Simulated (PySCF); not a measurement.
# doublet C2HN+ at 3 levels

Wanted: a comparison of 3 runs (UB2PLYP/STO-3G, UPBE/STO-3G, UCCSDT/STO-3G) of doublet C2HN+. 

The results are computed with PySCF 2.14.0.

2 further runs of the same task are left out: 2 set aside as unsound or not needed.

## (1) The system as given

C2HN+ has 4 atoms, charge +1, and is taken as a doublet. As SMILES of the parent species, `[CH]C#N`. Geometry: relaxed at GFN2-xTB. That shape belongs to the parent species and isn't relaxed for this state.

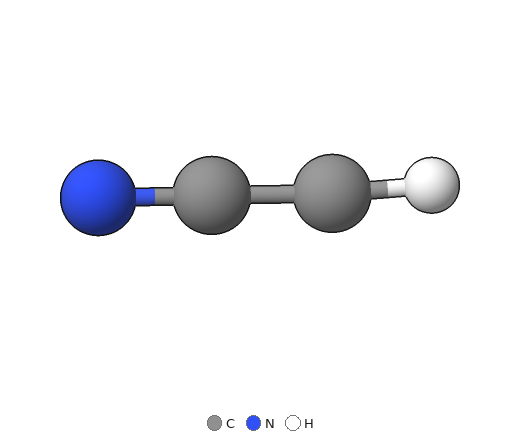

Viewed from a chosen angle; carbon grey, nitrogen blue, hydrogen white.

## (2) The energy at UB2PLYP/STO-3G (run 1)

calc.py reads:

```python
from pyscf import gto, dft, mp

mol = gto.Mole()
mol.atom = '''
C      1.053579    -0.681643     0.213955
C     -0.968598     0.562647    -0.156809
N     -2.878847     1.727758    -0.499058
H      2.793866    -1.608743     0.441912
'''
mol.max_memory = 1860
mol.charge = 1
mol.spin = 1
mol.verbose = 4
mol.basis = 'sto-3g'
mol.unit = 'bohr'
mol.build()

calc0 = dft.UKS(mol, xc='0.53*HF + 0.47*B88, 0.73*LYP')
calc0.grids.level = 5
calc0.conv_tol = 1e-10
calc0.kernel()
if not calc0.converged:
    calc0 = calc0.newton().run(calc0.mo_coeff, calc0.mo_occ)

pt = mp.MP2(calc0, frozen=3).run()
e_tot = calc0.e_tot + 0.27 * pt.e_corr
print('PT2 part  %.8f' % (0.27 * pt.e_corr))
print('E(%s) = %.9f' % ('B2PLYP', e_tot))
```

Command:

```
OMP_NUM_THREADS=1 python calc.py
```

The program printed:

```text
PySCF version 2.14.0

[INPUT] num. atoms = 4
[INPUT] num. electrons = 19
[INPUT] charge = 1
[INPUT] spin (= nelec alpha-beta = 2S) = 1
[INPUT] symmetry False subgroup None
[INPUT] Mole.unit = bohr
[INPUT] Symbol           X                Y                Z      unit          X                Y                Z       unit  Magmom
[INPUT]  1 C      0.557529996704  -0.360709941583   0.113220110162 AA    1.053579000000  -0.681643000000   0.213955000000 Bohr   0.0
[INPUT]  2 C     -0.512559988143   0.297739970193  -0.082979749267 AA   -0.968598000000   0.562647000000  -0.156809000000 Bohr   0.0
[INPUT]  3 N     -1.523420226125   0.914290159585  -0.264090120527 AA   -2.878847000000   1.727758000000  -0.499058000000 Bohr   0.0
[INPUT]  4 H      1.478450217564  -0.851310133827   0.233849759632 AA    2.793866000000  -1.608743000000   0.441912000000 Bohr   0.0

nuclear repulsion = 47.9794657000692
number of shells = 10
number of NR pGTOs = 48
number of NR cGTOs = 16
basis = sto-3g
ecp = {}

[... 34 lines left out ...]
[... the frontier-level lines of each cycle are left out ...]
[... 64 lines left out ...]
converged SCF energy = -129.137309579329  <S^2> = 0.82365511  2S+1 = 2.0723466
[... 1 line left out ...]
******** <class 'pyscf.mp.ump2.UMP2'> ********
nocc = (np.int64(7), np.int64(6)), nmo = (13, 13)
frozen orbitals 3
E(UMP2) = -129.369371577018  E_corr = -0.232061997689745
E(SCS-UMP2) = -129.366950403213  E_corr = -0.229640823884464
E_corr(same-spin) = -0.0563464307806501
E_corr(oppo-spin) = -0.175715566909095
PT2 part  -0.06265674
E(B2PLYP) = -129.199966319
```

Run time: 4.8 s. Hardware: 1 thread of Arm Neoverse V1, shared host; peak memory 0.19 GiB.

## (3) A single-point energy at UPBE/STO-3G (run 2)

input.py reads:

```python
from pyscf import gto, dft

mol = gto.M(
    atom=[
    ('C', (0.557530, -0.360710, 0.113220)),
    ('C', (-0.512560, 0.297740, -0.082980)),
    ('N', (-1.523420, 0.914290, -0.264090)),
    ('H', (1.478450, -0.851310, 0.233850)),
],
    max_memory=1860,
    spin=1,
    verbose=3,
    basis='sto-3g',
    charge=1,
)

mf = dft.UKS(mol)
mf.xc = 'pbe'
mf.grids.level = 5
mf.conv_tol = 1e-10
mf.kernel()
if not mf.converged:
    mf = mf.newton().run(mf.mo_coeff, mf.mo_occ)

energy = mf.e_tot
print('Final energy', energy)
```

Command:

```
OMP_NUM_THREADS=1 python input.py
```

The program printed:

```text
WARN: HOMO -0.161631705820728 >= LUMO -0.161631705820727

converged SCF energy = -129.218835095903  <S^2> = 0.76232732  2S+1 = 2.0122896
Final energy -129.21883509590333
```

Run time: 4.2 s. Hardware: 1 thread of Arm Neoverse V1, shared host; peak memory 0.19 GiB.

## (4) A single-point energy at UCCSDT/STO-3G (run 3)

input.py reads:

```python
from pyscf import gto, cc

mol = gto.M(
    atom='C 0.557530 -0.360710 0.113220; C -0.512560 0.297740 -0.082980; N -1.523420 0.914290 -0.264090; H 1.478450 -0.851310 0.233850',
    max_memory=1860,
    spin=1,
    charge=1,
    basis='sto-3g',
    verbose=3,
)

mf = mol.UHF()
mf.conv_tol = 1e-10
mf.kernel()
if not mf.converged:
    mf = mf.newton().run(mf.mo_coeff, mf.mo_occ)

mycc = cc.CCSDT(mf, frozen=3)
mycc.kernel()
energy = mycc.e_tot
print(f'total energy: {energy:.8f} hartree')
```

Command:

```
OMP_NUM_THREADS=1 python input.py
```

The program printed:

```text
SCF not converged.
SCF energy = -128.673611914388 after 50 cycles  <S^2> = 0.99179821  2S+1 = 2.22872
converged SCF energy = -128.678824632214  <S^2> = 1.2055516  2S+1 = 2.4129249
_make_eris_incore_UCCSDT

WARN: A large `blksize_v_aaa` is being used, which may cause large memory consumption
      for storing contraction intermediates. If memory is sufficient, consider using
      `pyscf.cc.uccsdt_highm.UCCSDT` instead.

WARN: A large `blksize_v_aab` is being used, which may cause large memory consumption
      for storing contraction intermediates. If memory is sufficient, consider using
      `pyscf.cc.uccsdt_highm.UCCSDT` instead.

UCCSDT converged
E(UCCSDT) = -128.8740806862018   E_corr = -0.1952560539878147
E_corr(same-spin) = -0.0299442016202552
E_corr(oppo-spin) = -0.165311852367559
total energy: -128.87408069 hartree
```

It took 4.8 s on 1 thread of Arm Neoverse V1, shared host; peak memory 0.12 GiB.

## (5) Overview of the runs

| run | level | frozen core orbitals | integration grid | energy (Eh) | HOMO energy (eV) | LUMO energy (eV) | ⟨S²⟩ | wall time |
| --- | --- | --- | --- | --- | --- | --- | --- | --- |
| 1 | UB2PLYP/STO-3G | 3 | 5 | -129.199966 | -17.76 | -11.25 | 0.824 | 4.8 s |
| 2 | UPBE/STO-3G | – | 5 | -129.218835 | -14.66 | -14.34 | 0.762 | 4.2 s |
| 3 | UCCSDT/STO-3G | 3 | – | -128.874081 | -20.61 | -8.09 | 1.206 | 4.8 s |

## (6) Summary of results

| quantity | value |
| --- | --- |
| run 3: total energy | -128.87408 Eh |
| run 3: HOMO energy (Hartree–Fock orbitals) (highest over α and β) | -20.61 eV |
| run 3: LUMO energy (Hartree–Fock orbitals) (lowest over α and β) | -8.09 eV |
| run 3: correlation energy (3 core orbitals frozen) | -195.3 mEh |
| run 3: ⟨S²⟩ of the reference determinant | 1.206 |
| run 3: T1 diagnostic | 0.075 |

In words: Totals of different functionals can't be ranked against each other. In runs 1, 2, 3 the basis is minimal, so the values are rough. Spin contamination of the reference: run 3 ⟨S²⟩ = 1.21. All runs together took 14 s, the longest 4.8 s.
